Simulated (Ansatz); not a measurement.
Consider C2H6O3W (SMILES C[O][W]([CH3])(=[O])=[O]).

```tsv
atom	x (Å)	y (Å)	z (Å)
C	-2.7593	-0.0234	-0.1292
C	1.6126	1.4709	-0.2720
O	-1.4759	0.5178	-0.0238
O	0.2440	0.9353	2.3895
O	-0.5622	3.1839	0.9833
W	-0.1750	1.5274	0.8445
H	-2.8190	-0.6226	-1.0508
H	-3.5161	0.7763	-0.1787
H	-2.9786	-0.6765	0.7311
H	1.9627	0.4297	-0.3664
H	2.3990	2.0609	0.2241
H	1.4410	1.8904	-1.2770
```

Geometry: PBE0-D4/def2-SVP; core potentials replace the inner electrons of W.

The calculation used isolated molecule in a Gaussian basis; Kohn-Sham density functional theory, functional PBE0 in Ansatz.

Q: What will maps of the electron density and electron localisation function show?

A: C–O (1.40 Å): ρ at the midpoint is about 2.1 e/Å³, with its minimum of 1.7 e/Å³ about 0.5 Å from C; the ELF peaks at about 0.90 between the atoms, as expected for a polar covalent bond.
C–W (2.11 Å): ρ at the midpoint is about 0.93 e/Å³; the ELF peaks at about 0.90 in the valence shell of C, 0.7 Å from its nucleus, and is about 0.55 at the midpoint.
C–H (1.10 Å): ρ at the midpoint is about 2 e/Å³; the ELF climbs to about 1 towards the hydrogen, as it does in any bond to H: a covalent bond by its length.
W–O (1.86 Å): the density is about 1.1 e/Å³ at the midpoint; the ELF peaks at about 0.80 in the valence shell of O, 0.5 Å from its nucleus, and drops to about 0.20 between the two atoms.

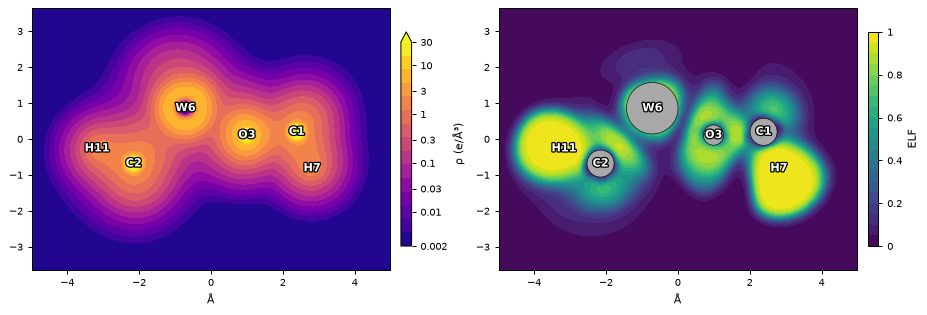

Computed electron density and electron localisation function on the plane of atoms C1, O3 and W6, in this order. Grey discs cover the atomic cores in the ELF map. 
